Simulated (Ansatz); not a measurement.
# Fields on a plane of Lu (hcp, Mg type)

```yaml
crystal:
  lattice:
    - [3.50442, 0.00000, 0.00000]
    - [-1.75221, 3.03492, 0.00000]
    - [0.00000, 0.00000, 5.45153]
  atoms:
    - { symbol: Lu, position: [0.33333, 0.66667, 0.75000] }
    - { symbol: Lu, position: [0.66667, 0.33333, 0.25000] }
```

The slice is a (1 -1 0 0) plane (indices of the conventional cell) through the point (0.667, 0.333, 0.250) (fractional), spanned by u = [110] and v = [001] in vectors of this cell: u (3.50 Å) and v (5.45 Å, at 90° to u). It covers one period; positions are fractions (u, v).

Atoms on it: Lu at (0.00, 0.00).

Calculation: r2SCAN (plane waves to 500 eV, PAW, scalar-relativistic; Ansatz, a quantum-chemistry and plane-wave program). k mesh 15×15×9. These are valence fields of a PAW run, semicore shells included where kept as valence: close to a nucleus they are smooth pseudo fields. Lu is run without spin polarisation. Lu was relaxed with its symmetry unable to fall. The PAW data are Ansatz's earlier set.

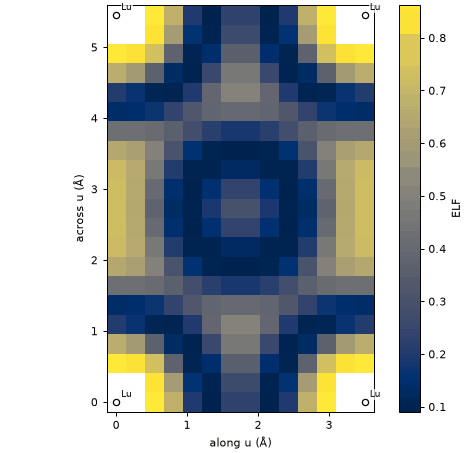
Electron localisation function (ELF), one period of the plane, atoms marked. Points within 0.5 Å of a nucleus are left white, as the pseudised field means little there.

```
|xxxxxxxx  ==####==  xxxxxx|
|xxxxxxxx  ++%%%%++  xxxxxx|
|xxxxxx  --##%%%%##--  xxxx|
|      --**%%@@@@%%**--    |
|====++**##%%%%%%%%##**++==|
|##########********########|
|@@@@%%##++==::::==++##%%@@|
|@@@@%%**--        --**%%@@|
|@@@@##==..        ..==##@@|
|@@@@##==            ==##@@|
|@@@@##==..        ..==##@@|
|@@@@%%**--        --**%%@@|
|@@@@%%##++==::::==++##%%@@|
|##########********########|
|====++**##%%%%%%%%##**++==|
|      --**%%@@@@%%**--    |
|xxxxxx  --##%%%%##--  xxxx|
|xxxxxxxx  ++%%%%++  xxxxxx|
|xxxxxxxx  ==####==  xxxxxx|
|xxxxxxxx  --****--  xxxxxx|
```
Scale: ten equal steps from 1.00 (start of ' ') to 9.33 (end of '@'), in the order ' .:-=+*#%@'. Values: electrostatic potential energy of an electron, from the cell's mean, in eV. The map has 13 points along u (two characters each, u = 0 at the left) and 20 along v (v = 0 in the bottom row). Points within 1 Å of a nucleus are blanked (x), as the pseudised field means little there. Values under 1 eV are set to 1. The zero, the cell's mean, hangs on the PAW cores.

| Quantity | Result |
|---|---|
| Density on the Lu–Lu line (3.50 Å) at its midpoint | 0.12 e/Å³ |
| ELF at that point | 0.3 |
